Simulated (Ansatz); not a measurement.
# CH3BS: molecular dynamics

Purpose: to follow the molecule's vibrations and see whether its bonds hold. The start is relaxed first. Runs: 500 steps of 0.5 fs at constant energy, with velocities drawn for 1500 K. SMILES of the start: B1CS1.

Method: UKS B3LYP-D4/STO-3G, in Ansatz 0.2.0.

## (1) The system as given

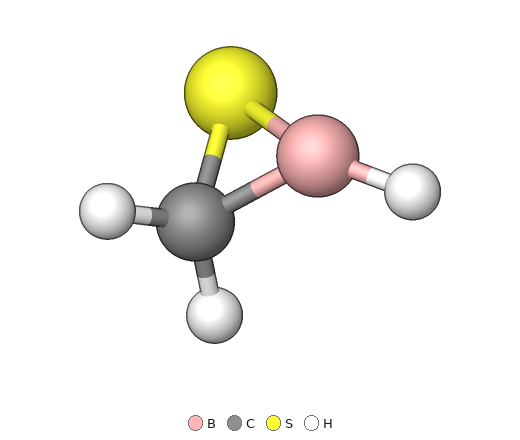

Start, viewed from a chosen angle; boron pink, carbon grey, sulfur yellow, hydrogen white.

Structure file:

```xyz
6

B    -0.6147   -0.7630   -0.0913
C     0.2651    0.5157    0.1405
S     1.1163   -0.8557    0.6900
H    -1.3252   -1.1208   -0.9325
H     0.6786    0.9563   -0.8071
H    -0.0780    1.2035    0.9542
```

## (2) Preparing the start

input.yaml

```yaml
crystal:
  periodic: [false, false, false]
  atoms:
    - { symbol: B, position_ang: [-0.6147, -0.763, -0.0913] }
    - { symbol: C, position_ang: [0.2651, 0.5157, 0.1405] }
    - { symbol: S, position_ang: [1.1163, -0.8557, 0.69] }
    - { symbol: H, position_ang: [-1.3252, -1.1208, -0.9325] }
    - { symbol: H, position_ang: [0.6786, 0.9563, -0.8071] }
    - { symbol: H, position_ang: [-0.078, 1.2035, 0.9542] }
magnetization:
  spin_polarized: true
basis:
  gaussian: { orbitals: STO-3G }
hamiltonian:
  xc: b3lyp
  dispersion: d4
relax:
  f_tol: 0.02
  max_steps: 40
output:
  orbitals: {}
```

Launch:

```bash
$ ansatz run input.yaml --threads 1 --pin off --max-ram 2048MiB --backend cpu --events-out ev --progress --plain --runs-dir out
```

What it wrote, cut to the lines that bear on the results:

```text
Warning: RAYON_NUM_THREADS=1 ignored (pool sized by the plan → 1); use --threads N
[...]
Functional definition: B3LYP
[...]
303 factors; integrals over basis functions are off by at most 1.2e-5 eV
[...]
mean field -12454.79155639 eV, -457.7051475365 hartree, gradient 6.2e-5 eV, S^2 0.000000; 0 other end points of the search recorded, 0 dependent functions left out
[...]
reference -12454.79169756 eV, -457.7051527243 hartree; 15, 15 occupied and 7, 7 virtual orbitals, 303 factors
relax step   1: F+E_penalty+E_count = -12454.94992202 eV  Δ(F+E_penalty+E_count) = +0.000e0 eV  max|allowed force component| = 5.097e0 eV/Å  Δτ_max = 0.0000 Å  (23 SCF iters, accepted)
[...]
relax step   5: F+E_penalty+E_count = -12456.23972351 eV  Δ(F+E_penalty+E_count) = -5.422e-4 eV  max|allowed force component| = 3.612e-2 eV/Å  Δτ_max = 0.0061 Å  (22 SCF iters, accepted)
[...]
relax step   6: F+E_penalty+E_count = -12456.23978820 eV  Δ(F+E_penalty+E_count) = -6.470e-5 eV  max|allowed force component| = 1.249e-2 eV/Å  Δτ_max = 0.0029 Å  (18 SCF iters, accepted)
303 factors; integrals over basis functions are off by at most 1.2e-5 eV
mean field -12456.08173886 eV, -457.7525608678 hartree, gradient 7.0e-5 eV, S^2 0.000000; 1 other end points of the search recorded, 0 dependent functions left out
[...]
reference -12456.08188297 eV, -457.7525661636 hartree; 15, 15 occupied and 7, 7 virtual orbitals, 303 factors
Total energy: -12456.23993231 eV, -457.7583743696 hartree
Atom 0 at    -0.477288    -0.746467    -0.236967 Å, force    -0.005302     0.012491    -0.005055 eV/Å
Atom 1 at     0.235927     0.589748     0.082903 Å, force    -0.002465    -0.006260    -0.001970 eV/Å
Atom 2 at     0.981165    -1.024970     0.629396 Å, force     0.003915    -0.000032     0.003720 eV/Å
Atom 3 at    -1.387803    -1.274224    -0.728447 Å, force     0.001734    -0.004667     0.001529 eV/Å
Atom 4 at     0.801749     1.140402    -0.682731 Å, force     0.000089    -0.000285     0.000830 eV/Å
Atom 5 at    -0.111651     1.251511     0.889646 Å, force     0.002029    -0.001246     0.000946 eV/Å
Dipole moment:     0.091108     0.022270     0.051349 e Å
```

It took 7.4 s on 1 thread of Arm Neoverse V2, shared host; peak memory 0.12 GiB.

Step by step:

| step | energy from step 1 (eV) | largest force component (eV/Å) |
| --- | --- | --- |
| 1 | 0.0000 | 5.0974 |
| 2 | -1.1140 | 1.4083 |
| 3 | -1.2737 | 0.8800 |
| 4 | -1.2893 | 0.0770 |
| 5 | -1.2898 | 0.0361 |
| 6 | -1.2899 | 0.0125 |

Step 1 is the start.

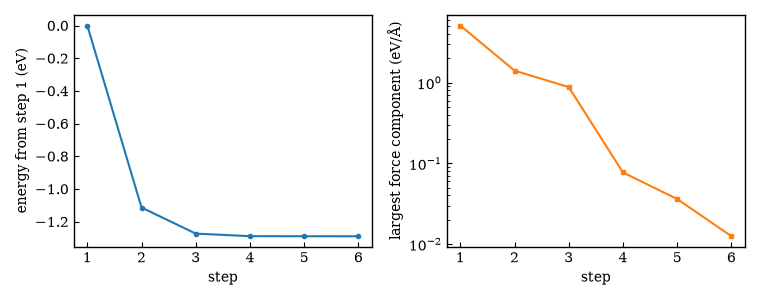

Energy and largest force along the relaxation.

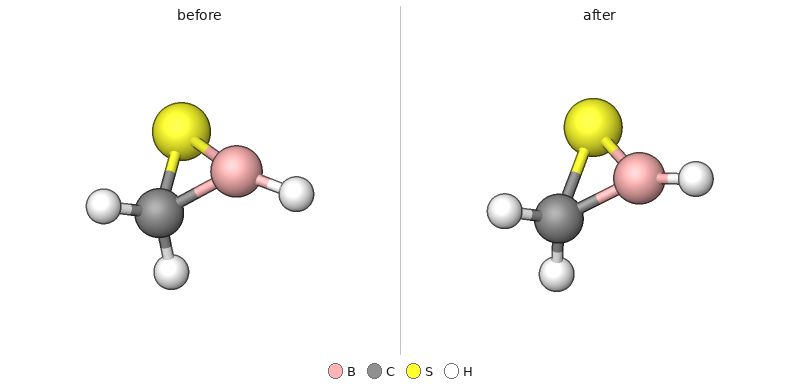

Before and after, at one scale.

After: Bond lengths: B1–C2 1.548 Å, B1–S3 1.719 Å, C2–S3 1.860 Å, B1–H4 1.162 Å, C2–H5 1.100 Å, C2–H6 1.100 Å. Angles: B1–C2–S3 59.7°, B1–C2–H5 121.7°, B1–C2–H6 121.7°, S3–C2–H5 115.7°, S3–C2–H6 115.7°, H5–C2–H6 111.8°, C2–B1–S3 69.2°, C2–B1–H4 147.2°, S3–B1–H4 143.6°, B1–S3–C2 51.1°.

## (3) Dynamics

500 steps of 0.5 fs at constant energy, with velocities drawn for 1500 K, from the relaxed start.

input.yaml

```yaml
crystal:
  periodic: [false, false, false]
  atoms:
    - { symbol: B, position_ang: [-0.477288, -0.746467, -0.236967] }
    - { symbol: C, position_ang: [0.235927, 0.589748, 0.082903] }
    - { symbol: S, position_ang: [0.981165, -1.02497, 0.629396] }
    - { symbol: H, position_ang: [-1.387803, -1.274224, -0.728447] }
    - { symbol: H, position_ang: [0.801749, 1.140402, -0.682731] }
    - { symbol: H, position_ang: [-0.111651, 1.251511, 0.889646] }
magnetization:
  spin_polarized: true
basis:
  gaussian: { orbitals: STO-3G }
hamiltonian:
  xc: b3lyp
  dispersion: d4
md:
  timestep: 0.5
  n_steps: 500
  ensemble: nve
  temperature: 1500.0
  initial_velocities: maxwell_boltzmann
  seed: 746052
```

Launch:

```bash
$ ansatz run input.yaml --threads 1 --pin off --max-ram 2048MiB --backend cpu --events-out ev --progress --plain --runs-dir out
```

What it wrote, cut to the lines that bear on the results:

```text
Warning: RAYON_NUM_THREADS=1 ignored (pool sized by the plan → 1); use --threads N
[...]
[... 1 set-up line as earlier in the session ...]
[...]
300 factors; integrals over basis functions are off by at most 2.5e-5 eV
[...]
mean field -12456.08174330 eV, -457.7525610307 hartree, gradient 1.8e-5 eV, S^2 0.000000; 0 other end points of the search recorded, 0 dependent functions left out
[...]
reference -12456.08188637 eV, -457.7525662885 hartree; 15, 15 occupied and 7, 7 virtual orbitals, 300 factors
md step     0: t =     0.00 fs  T =  1500.0 K  F+E_penalty+E_count = -12456.23979264 eV  E_kin = 0.775560 eV  conserved = -12455.46423265 eV  (22 SCF iters)
[...]
md step    18: t =     9.00 fs  T =   323.6 K  F+E_penalty+E_count = -12455.62924094 eV  E_kin = 0.167320 eV  conserved = -12455.46192102 eV  (22 SCF iters, 3 dispersion substeps)
[...]
md step    36: t =    18.00 fs  T =   877.6 K  F+E_penalty+E_count = -12455.91529510 eV  E_kin = 0.453778 eV  conserved = -12455.46151684 eV  (25 SCF iters, 3 dispersion substeps)
[...]
md step    54: t =    27.00 fs  T =   799.7 K  F+E_penalty+E_count = -12455.87527718 eV  E_kin = 0.413468 eV  conserved = -12455.46180895 eV  (27 SCF iters, 3 dispersion substeps)
[...]
md step    70: t =    35.00 fs  T =   391.0 K  F+E_penalty+E_count = -12455.66328473 eV  E_kin = 0.202147 eV  conserved = -12455.46113747 eV  (27 SCF iters, 3 dispersion substeps)
md step    71: t =    35.50 fs  T =   355.4 K  F+E_penalty+E_count = -12455.64443571 eV  E_kin = 0.183762 eV  conserved = -12455.46067326 eV  (22 SCF iters, 3 dispersion substeps)
```

## (4) The log goes on: dynamics from the start

The log, continued, cut to the lines that bear on the results:

```text
md step    72: t =    36.00 fs  T =   355.9 K  F+E_penalty+E_count = -12455.64444599 eV  E_kin = 0.183996 eV  conserved = -12455.46044984 eV  (22 SCF iters, 3 dispersion substeps)
[...]
md step    94: t =    47.00 fs  T =   928.8 K  F+E_penalty+E_count = -12455.94201808 eV  E_kin = 0.480213 eV  conserved = -12455.46180495 eV  (25 SCF iters, 3 dispersion substeps)
[...]
md step   116: t =    58.00 fs  T =   864.4 K  F+E_penalty+E_count = -12455.90956204 eV  E_kin = 0.446915 eV  conserved = -12455.46264684 eV  (23 SCF iters, 3 dispersion substeps)
[...]
md step   138: t =    69.00 fs  T =   638.1 K  F+E_penalty+E_count = -12455.79131281 eV  E_kin = 0.329940 eV  conserved = -12455.46137267 eV  (27 SCF iters, 3 dispersion substeps)
[...]
md step   160: t =    80.00 fs  T =   524.3 K  F+E_penalty+E_count = -12455.73236243 eV  E_kin = 0.271085 eV  conserved = -12455.46127790 eV  (28 SCF iters, 3 dispersion substeps)
md step   161: t =    80.50 fs  T =   570.8 K  F+E_penalty+E_count = -12455.75731379 eV  E_kin = 0.295132 eV  conserved = -12455.46218192 eV  (27 SCF iters, 3 dispersion substeps)
md step   162: t =    81.00 fs  T =   610.4 K  F+E_penalty+E_count = -12455.77858631 eV  E_kin = 0.315595 eV  conserved = -12455.46299180 eV  (27 SCF iters, 3 dispersion substeps)
```

## (5) The output, continued: dynamics from the start

The log, continued, cut to the lines that bear on the results:

```text
md step   163: t =    81.50 fs  T =   619.5 K  F+E_penalty+E_count = -12455.78366388 eV  E_kin = 0.320331 eV  conserved = -12455.46333242 eV  (27 SCF iters, 3 dispersion substeps)
[...]
md step   181: t =    90.50 fs  T =   964.1 K  F+E_penalty+E_count = -12455.96064986 eV  E_kin = 0.498500 eV  conserved = -12455.46214998 eV  (25 SCF iters, 3 dispersion substeps)
[...]
md step   199: t =    99.50 fs  T =   511.5 K  F+E_penalty+E_count = -12455.72479712 eV  E_kin = 0.264451 eV  conserved = -12455.46034580 eV  (25 SCF iters, 3 dispersion substeps)
[...]
md step   217: t =   108.50 fs  T =   646.1 K  F+E_penalty+E_count = -12455.79511790 eV  E_kin = 0.334074 eV  conserved = -12455.46104391 eV  (24 SCF iters, 3 dispersion substeps)
[...]
md step   499: t =   249.50 fs  T =   582.4 K  F+E_penalty+E_count = -12455.76204635 eV  E_kin = 0.301111 eV  conserved = -12455.46093543 eV  (25 SCF iters, 3 dispersion substeps)
[...]
md step   500: t =   250.00 fs  T =   657.1 K  F+E_penalty+E_count = -12455.80137070 eV  E_kin = 0.339745 eV  conserved = -12455.46162613 eV  (24 SCF iters, 3 dispersion substeps)
Total energy: -12455.80151368 eV, -457.7422627821 hartree
Atom 0 at    -0.413931    -0.786088    -0.210680 Å, force    -4.625593     0.451485    -2.354753 eV/Å
Atom 1 at     0.263231     0.628639     0.099172 Å, force    -0.664380    -1.911390    -2.241201 eV/Å
Atom 2 at     0.954567    -1.021820     0.615626 Å, force     4.029886    -0.015328     2.373919 eV/Å
Atom 3 at    -1.362454    -1.427761    -0.619752 Å, force     1.196961     1.058076     0.316774 eV/Å
Atom 4 at     0.740494     1.160937    -0.761744 Å, force    -0.011578    -0.291885     0.969825 eV/Å
Atom 5 at    -0.234570     1.245815     0.822158 Å, force     0.074704     0.709043     0.935436 eV/Å
Dipole moment:     0.114089     0.003557     0.053512 e Å
```

Wall time 7.5 min (1 thread of Arm Neoverse V2, shared host); peak memory 0.09 GiB.

## (6) What the atoms did

One step in 26; energies are changes from step 0:

| time (fs) | T (K) | potential energy change (meV/atom) | total energy change (meV/atom) |
| --- | --- | --- | --- |
| 0.0 | 1500 | 0.0 | 0.00 |
| 13.0 | 634 | 75.1 | 0.49 |
| 26.0 | 765 | 63.8 | 0.47 |
| 39.0 | 734 | 66.3 | 0.27 |
| 52.0 | 387 | 96.5 | 0.51 |
| 65.0 | 747 | 65.3 | 0.45 |
| 78.0 | 627 | 75.7 | 0.42 |
| 91.0 | 1065 | 37.7 | 0.19 |
| 104.0 | 664 | 72.6 | 0.54 |
| 117.0 | 910 | 51.2 | 0.37 |
| 130.0 | 460 | 89.9 | 0.26 |
| 143.0 | 494 | 87.3 | 0.58 |
| 156.0 | 1034 | 40.5 | 0.30 |
| 169.0 | 519 | 84.9 | 0.35 |
| 182.0 | 1233 | 23.3 | 0.28 |
| 195.0 | 687 | 70.6 | 0.54 |
| 208.0 | 851 | 56.3 | 0.31 |
| 221.0 | 643 | 74.1 | 0.24 |
| 234.0 | 568 | 81.0 | 0.68 |
| 247.0 | 689 | 70.2 | 0.24 |
| 250.0 | 657 | 73.1 | 0.43 |

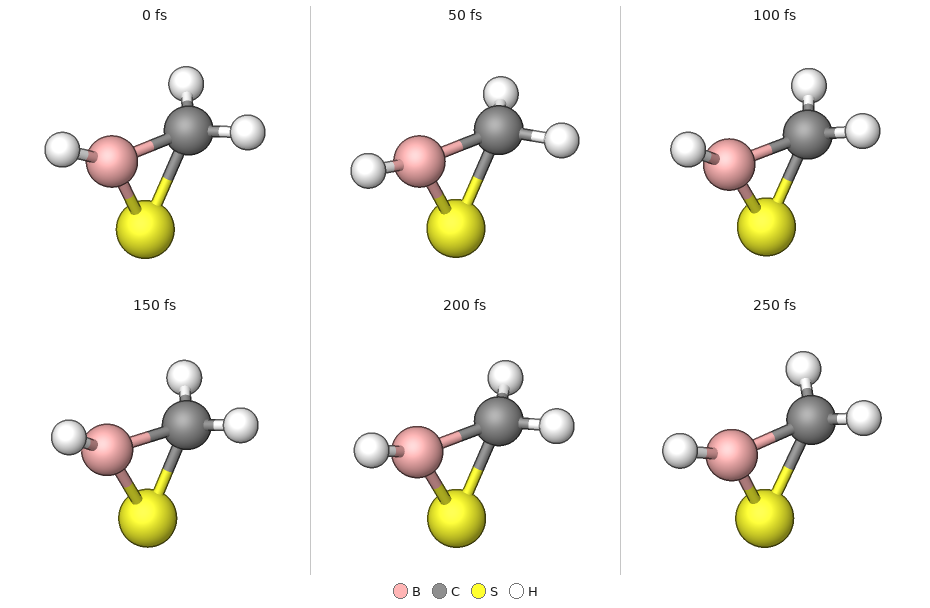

The system at six times, viewed from a chosen angle. Sticks join atoms within a bonding distance in each frame.

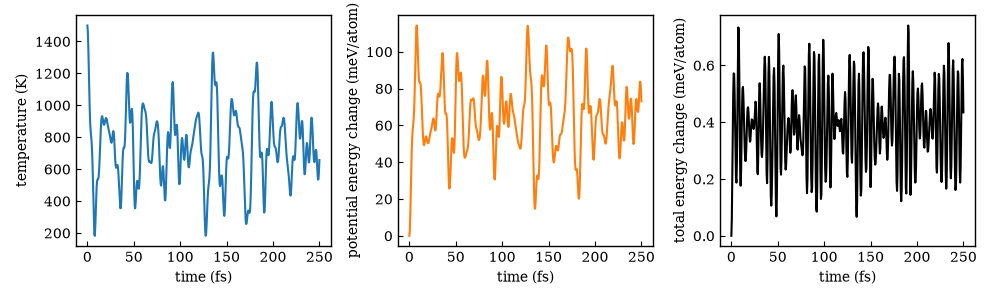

Traces against time; each panel has its own scale.

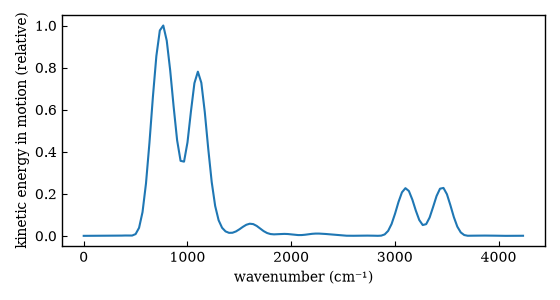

Power spectrum of the mass-weighted velocities; a run of 250 fs resolves no finer than about 270 cm⁻¹.

Maxima of the velocity power spectrum (cm⁻¹, relative height; resolution about 270 cm⁻¹): 770 (100), 1100 (78), 3100 (23), 3470 (23).

## (7) Snapshots as a file

Positions (Å) and forces (eV/Å):

```xyz
6
time_fs=31.0 T=609 dE=0.4638
B    -0.480   -0.701   -0.219    0.971   -1.119    0.367
C     0.177    0.595    0.041    0.174    0.862    3.019
S     1.011   -1.051    0.649   -1.701    1.541   -1.001
H    -1.320   -0.997   -0.896   -1.289   -1.284   -0.579
H     0.623    1.096   -0.790    0.954    0.885   -0.800
H    -0.230    1.300    0.845    0.890   -0.886   -1.006
6
time_fs=62.5 T=961 dE=0.2808
B    -0.483   -0.794   -0.251    1.879    1.893    0.923
C     0.272    0.551    0.107   -2.328    1.477   -1.096
S     0.978   -0.996    0.624    0.854   -1.701    0.662
H    -1.456   -1.163   -0.637   -1.405   -1.042   -0.773
H     0.755    1.149   -0.693    0.089   -0.300    0.447
H    -0.272    1.200    0.839    0.911   -0.328   -0.164
6
time_fs=94.0 T=854 dE=0.3379
B    -0.447   -0.812   -0.216    0.120    2.752   -0.244
C     0.252    0.612    0.107   -0.201   -1.055   -3.013
S     0.966   -1.010    0.614    2.538   -0.205    1.570
H    -1.303   -1.368   -0.639   -1.643   -0.935   -0.894
H     0.779    1.214   -0.728   -0.717   -1.180    1.527
H    -0.210    1.239    0.844   -0.096    0.624    1.053
6
time_fs=125.0 T=587 dE=0.4731
B    -0.424   -0.750   -0.176   -1.064    0.904   -1.211
C     0.171    0.669    0.055    0.123   -1.785   -0.761
S     0.991   -1.056    0.630    1.583    2.003    1.007
H    -1.138   -1.347   -0.809   -1.242   -0.539   -0.470
H     0.597    1.193   -0.848    0.107   -0.458    1.120
H    -0.270    1.347    0.801    0.493   -0.124    0.315
6
time_fs=156.0 T=1034 dE=0.2429
B    -0.449   -0.781   -0.235   -1.843    0.113   -0.764
C     0.232    0.549    0.092   -2.247    1.687    1.111
S     0.985   -1.000    0.624    1.542   -1.129    1.036
H    -1.471   -1.165   -0.653    0.488   -0.406    0.010
H     0.693    1.126   -0.680    0.873    0.619   -0.771
H    -0.314    1.222    0.835    1.188   -0.883   -0.621
6
time_fs=187.5 T=704 dE=0.4131
B    -0.449   -0.773   -0.230   -2.801   -0.471   -1.354
C     0.237    0.521    0.099   -1.625    2.839    0.245
S     0.985   -0.993    0.625    1.890   -2.043    1.289
H    -1.491   -1.034   -0.731    0.890   -0.680    0.350
H     0.668    1.072   -0.722    0.725    0.622   -0.335
H    -0.305    1.179    0.823    0.921   -0.266   -0.196
6
time_fs=219.0 T=434 dE=0.5544
B    -0.420   -0.721   -0.180   -3.832   -1.517   -3.058
C     0.175    0.616    0.057    1.745    0.011   -2.035
S     0.993   -1.050    0.637    1.409    1.310    0.859
H    -1.271   -1.142   -0.918    0.724   -0.111    1.148
H     0.560    1.155   -0.869    0.222   -0.708    1.322
H    -0.244    1.307    0.736   -0.269    1.015    1.765
6
time_fs=250.0 T=657 dE=0.4384
B    -0.414   -0.786   -0.211   -4.626    0.452   -2.355
C     0.263    0.629    0.099   -0.664   -1.911   -2.241
S     0.955   -1.022    0.616    4.030   -0.015    2.374
H    -1.363   -1.428   -0.620    1.197    1.058    0.317
H     0.741    1.161   -0.762   -0.012   -0.292    0.970
H    -0.235    1.246    0.822    0.075    0.709    0.935
```

## (8) What came out

```
                          quantity                           value
           relaxation of the start         5 moves, 1.290 eV lower
                            length             500 steps of 0.5 fs
  temperature, first and last step                  1500 and 657 K
          temperature, second half  mean 734 K, from 183 to 1331 K
     potential energy, second half     +66 meV/atom from the start
largest change of the total energy                   0.74 meV/atom
            bonds formed or broken                               0
```

In words: The temperature starts at 1500 K and averages 734 K in the second half, where it ranges from 183 to 1331 K; a mean near half the start is what vibrations about a minimum give, since they share energy equally between motion and strain. The total energy strays from its start by at most 0.74 meV/atom, 1.2 % of the mean kinetic energy, so a step of 0.5 fs is short enough over this time. No bond forms or breaks. A run of 250 fs with 6 atoms shows the motion but fixes no equilibrium value. The nuclei move classically, without zero-point motion, which matters most for hydrogen. In so small a basis the energies are only a sketch.
